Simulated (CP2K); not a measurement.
# revPBE-D3(BJ)/TZV2P-MOLOPT-PBE-GTH (core potential) run of As2 (SMILES [As]#[As])

What is the energy change on altering one bond length of As2 at revPBE-D3(BJ)/TZV2P-MOLOPT-PBE-GTH (core potential)? 

The results are computed with CP2K 2026.2.

## Step 1: The structure to begin with

As2 has 2 atoms, charge 0, and is taken as a singlet. As SMILES, `[As]#[As]`. Geometry: relaxed at PBE0-D4/def2-TZVP.

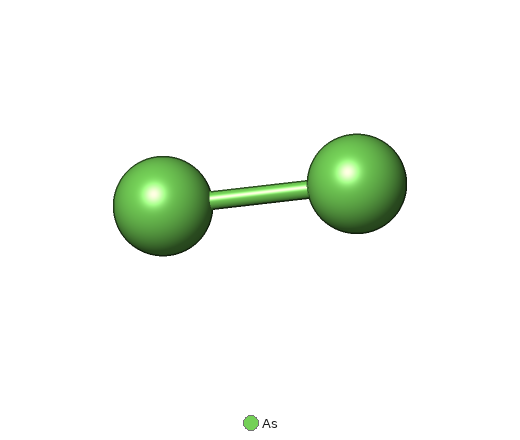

The structure, seen from a chosen angle (arsenic green).

## Step 2: The energy at revPBE-D3(BJ)/TZV2P-MOLOPT-PBE-GTH (core potential)

Input file mol.inp:

```
&GLOBAL
  PROJECT mol
  RUN_TYPE ENERGY
  PRINT_LEVEL MEDIUM
&END GLOBAL

&FORCE_EVAL
  METHOD Quickstep
  &DFT
    BASIS_SET_FILE_NAME BASIS_MOLOPT_UZH
    POTENTIAL_FILE_NAME POTENTIAL_UZH
    &QS
      METHOD GPW
      EPS_DEFAULT 1.0E-10
    &END QS
    ! plane-wave cutoff in Ry
    &MGRID
      CUTOFF 400
      REL_CUTOFF 50
      NGRIDS 4
    &END MGRID
    &POISSON
      PERIODIC NONE
      POISSON_SOLVER WAVELET
    &END POISSON
    &SCF
      SCF_GUESS ATOMIC
      EPS_SCF 1.0E-06
      MAX_SCF 150
      ADDED_MOS 3
      &DIAGONALIZATION
        ALGORITHM STANDARD
      &END DIAGONALIZATION
      &MIXING
        METHOD PULAY_MIXING
        ALPHA 0.4
        NBUFFER 8
      &END MIXING
    &END SCF
    &XC
      &XC_FUNCTIONAL
        &PBE
          PARAMETRIZATION REVPBE
        &END PBE
      &END XC_FUNCTIONAL
      &VDW_POTENTIAL
        POTENTIAL_TYPE PAIR_POTENTIAL
        &PAIR_POTENTIAL
          TYPE DFTD3(BJ)
          PARAMETER_FILE_NAME dftd3.dat
          REFERENCE_FUNCTIONAL revPBE
          R_CUTOFF 15
        &END PAIR_POTENTIAL
      &END VDW_POTENTIAL
    &END XC
    &PRINT
      &MOMENTS
        PERIODIC F
        REFERENCE COM
        MAX_MOMENT 1
      &END MOMENTS
      &MO ON
        ENERGIES T
        OCCUPATION_NUMBERS T
        NDIGITS 6
        &EACH
          QS_SCF 0
        &END EACH
        ADD_LAST NUMERIC
      &END MO
      &HIRSHFELD OFF
      &END HIRSHFELD
    &END PRINT
  &END DFT
  &SUBSYS
    ! box in angstrom
    &CELL
      ABC 12.1 12.1 12.1
      PERIODIC NONE
    &END CELL
    &COORD
      As     6.050000     6.050000     5.005495
      As     6.050000     6.050000     7.094505
    &END COORD
    &KIND As
      BASIS_SET TZV2P-MOLOPT-PBE-GTH-q5
      POTENTIAL GTH-PBE-q5
    &END KIND
  &END SUBSYS
&END FORCE_EVAL
```

On the command line:

```sh
$ OMP_NUM_THREADS=1 cp2k.psmp mol.inp > mol.out
```

The program printed, shortened:

```text
CP2K| version string:                                       CP2K version 2026.2
[...]
 GLOBAL| Method name                                                        CP2K
[...]
 GLOBAL| Run type                                                         ENERGY
[...]
 DFT| Spin restricted Kohn-Sham (RKS) calculation                            RKS
 DFT| Multiplicity                                                             1
[...]
 DFT| Charge                                                                   0
[...]
 FUNCTIONAL| PBE:
[...]
 QS| Method:                                                                 GPW
[...]
 QS| Density cutoff [a.u.]:                                                200.0
[...]
 QS| Relative density cutoff [a.u.]:                                        25.0
[...]
                             - Atoms:                                          2
[...]
                             - Spherical basis functions:                     58
[...]
 Number of electrons:                                                         10
[...]
     1 NoMix/Diag. 0.40E+00    3.4     1.05778548       -12.4896110426 -1.25E+01
[...]
    14 Pulay/Diag. 0.40E+00    3.3     0.00000012       -12.5854507461 -7.14E-07
  *** SCF run converged in    14 steps ***
[...]
  Overlap energy of the core charge distribution:               0.00000052084544
  Self energy of the core charge distribution:                -27.09432257439899
  Core Hamiltonian energy:                                      5.99342997782609
  Hartree energy:                                              11.58080630483533
  Exchange-correlation energy:                                 -3.06199375258706
  Dispersion energy:                                           -0.00337122266913
  Total energy:                                               -12.58545074614833
[...]
                     Mulliken Population Analysis
 #  Atom  Element  Kind  Atomic population                           Net charge
       1     As       1          5.000000                              0.000000
       2     As       1          5.000000                             -0.000000
 # Total charge                             10.000000                  0.000000
[...]
  Dipole moment [Debye]
    X=  0.8593244E-06 Y=  0.8593244E-06 Z= -0.1242419E-06  Total=      0.0000012
 ENERGY| Total FORCE_EVAL ( QS ) energy [hartree]            -12.585450746148327
[...]
```

Run time: 49 s. Hardware: 1 thread of Arm Neoverse V1, shared host; peak memory 2.1 GiB.

## Step 3: The distorted shape at the same level

Input file molecule.xyz:

```xyz
2

As     0.000000     0.000000    -0.624210
As     0.000000     0.000000     2.091490
```

Input file gas.inp:

```
&GLOBAL
    PROJECT_NAME gas
    RUN_TYPE ENERGY
    PRINT_LEVEL MEDIUM
&END

&FORCE_EVAL
    METHOD Quickstep
    &DFT
        BASIS_SET_FILE_NAME BASIS_MOLOPT_UZH
        POTENTIAL_FILE_NAME POTENTIAL_UZH
        CHARGE 0
        MULTIPLICITY 1
        &QS
            METHOD GPW
            EPS_DEFAULT 1.0E-10
        &END
        &MGRID
            CUTOFF 400
            REL_CUTOFF 50
            NGRIDS 4
        &END
        &POISSON
            PERIODIC NONE
            POISSON_SOLVER WAVELET
        &END
        &SCF
            SCF_GUESS ATOMIC
            EPS_SCF 1.0E-06
            MAX_SCF 30
            &OT ON
                MINIMIZER DIIS
                PRECONDITIONER FULL_ALL
            &END
            &OUTER_SCF
                EPS_SCF 1.0E-06
                MAX_SCF 8
            &END
        &END
        &XC
            &XC_FUNCTIONAL
                &PBE
                    PARAMETRIZATION REVPBE
                &END
            &END
            &VDW_POTENTIAL
                POTENTIAL_TYPE PAIR_POTENTIAL
                &PAIR_POTENTIAL
                    TYPE DFTD3(BJ)
                    PARAMETER_FILE_NAME dftd3.dat
                    REFERENCE_FUNCTIONAL revPBE
                    R_CUTOFF 15
                &END
            &END
        &END
        &PRINT
            &MOMENTS
                PERIODIC F
                REFERENCE COM
                MAX_MOMENT 1
            &END
            &MO_CUBES
                NLUMO 1
                NHOMO -1
                WRITE_CUBE F
            &END
            &HIRSHFELD OFF
            &END
        &END
    &END
    &SUBSYS
        &CELL
            ABC [angstrom] 12.7 12.7 12.7
            PERIODIC NONE
        &END
        &TOPOLOGY
            COORD_FILE_NAME molecule.xyz
            COORD_FILE_FORMAT XYZ
            &CENTER_COORDINATES
            &END
        &END
        &KIND As
            BASIS_SET TZV2P-MOLOPT-PBE-GTH-q5
            POTENTIAL GTH-PBE-q5
        &END
    &END
&END
```

On the command line:

```sh
$ OMP_NUM_THREADS=1 cp2k.psmp -i gas.inp > gas.out 2>&1
```

The program printed, shortened:

```text
CP2K| version string:                                       CP2K version 2026.2
[...]
 GLOBAL| Method name                                                        CP2K
[...]
 GLOBAL| Run type                                                         ENERGY
[...]
 DFT| Spin restricted Kohn-Sham (RKS) calculation                            RKS
 DFT| Multiplicity                                                             1
[...]
 DFT| Charge                                                                   0
[...]
 FUNCTIONAL| PBE:
[...]
 QS| Method:                                                                 GPW
[...]
 QS| Density cutoff [a.u.]:                                                200.0
[...]
 QS| Relative density cutoff [a.u.]:                                        25.0
[...]
                             - Atoms:                                          2
[...]
                             - Spherical basis functions:                     58
[...]
 Number of electrons:                                                         10
[...]
     1 OT DIIS     0.15E+00    4.2     0.17392689       -12.0020859618 -1.20E+01
[...]
     4 OT DIIS     0.15E+00    3.4     0.00000099       -12.5074004520 -4.61E-10
  *** SCF run converged in     4 steps ***
[...]
  Overlap energy of the core charge distribution:               0.00000000001536
  Self energy of the core charge distribution:                -27.09432257439899
  Core Hamiltonian energy:                                      5.71167880529311
  Hartree energy:                                              11.79662193253568
  Exchange-correlation energy:                                 -2.91810061192272
  Dispersion energy:                                           -0.00327800353925
  Total energy:                                               -12.50740045201682
[...]
                     Mulliken Population Analysis
 #  Atom  Element  Kind  Atomic population                           Net charge
       1     As       1          5.000000                             -0.000000
       2     As       1          5.000000                              0.000000
 # Total charge                             10.000000                  0.000000
[...]
  Dipole moment [Debye]
    X=  0.1243055E-05 Y=  0.3758177E-05 Z= -0.2204391E-06  Total=      0.0000040
[...]
 HOMO - LUMO gap [eV] :    1.317852
 ENERGY| Total FORCE_EVAL ( QS ) energy [hartree]            -12.507400452016823
[...]
```

Run time: 2 min. Hardware: 1 thread of Arm Neoverse V1, shared host; peak memory 1.4 GiB.

## Step 4: Results

At revPBE-D3(BJ)/TZV2P-MOLOPT-PBE-GTH (core potential):

```
                                                           quantity         value
                                          first shape: total energy  -12.58545 Eh
                                         first shape: dipole moment        0.00 D
                                           first shape: HOMO energy      -6.44 eV
                                           first shape: LUMO energy      -3.28 eV
                                         first shape: HOMO–LUMO gap       3.16 eV
                                     first shape: dispersion energy  -8.85 kJ/mol
                                      distorted shape: total energy  -12.50740 Eh
                                     distorted shape: dipole moment        0.00 D
                                       distorted shape: HOMO energy      -5.67 eV
                                       distorted shape: LUMO energy      -4.35 eV
                                     distorted shape: HOMO–LUMO gap       1.32 eV
                                 distorted shape: dispersion energy  -8.61 kJ/mol
energy change with the As1–As2 bond stretched from 2.089 to 2.716 Å      2.124 eV
```

What this shows: With the As1–As2 bond stretched from 2.089 to 2.716 Å the energy rises by 2.12 eV (49 kcal/mol). The first shape isn't relaxed at this level, so the change isn't measured from a minimum.
